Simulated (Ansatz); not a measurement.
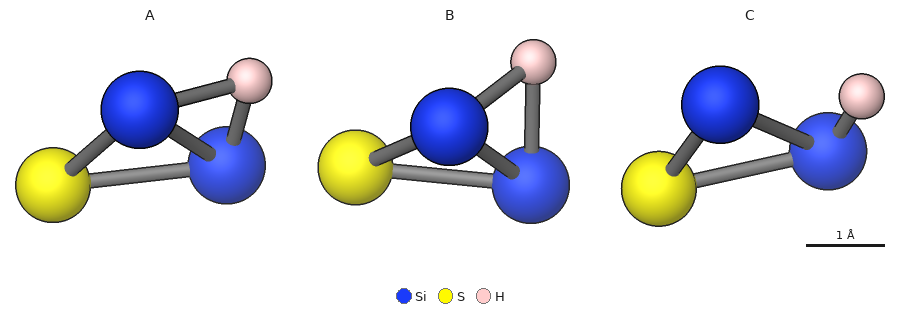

3 geometries from one relaxation of Si2HS (charge −1), in shuffled order. Style: ball-and-stick. Shown from a free direction.

It is one of the separated reactants of a reaction.

Method: RKS PBE-D4/def2-SVPD (Ansatz 0.2.0). Settings: force threshold 0.03 eV/Å; at most 250 steps.

Q: Order the frames from highest to lowest energy.

A: C, A, B. They are steps 0, 3, 8, at +34.8 kcal/mol, +14.8 kcal/mol relative to the last. After 8 geometry steps the energy has fallen by 34.8 kcal/mol. Largest force component: 2.1 eV/Å at the start, 0.015 eV/Å at the end. The atom that moves furthest after the best rigid fit is the H atom (0.58 Å). By element the largest moves are H 0.58 Å, Si 0.52 Å, S 0.33 Å. Among the contacts that change: Si–Si 2.645 → 2.284 Å, H–Si 1.420 → 1.770 Å, H–Si 2.096 → 1.758 Å, S–Si 2.160 → 2.286 Å. Bond angles that change, for instance: S–Si–H 103.3° → 85.8°, Si–S–Si 72.9° → 60.0°, Si–Si–S 51.3° → 60.1°. The run took 12 s on 2 threads of Intel Xeon Platinum 8259CL @ 2.50GHz, on a shared host.
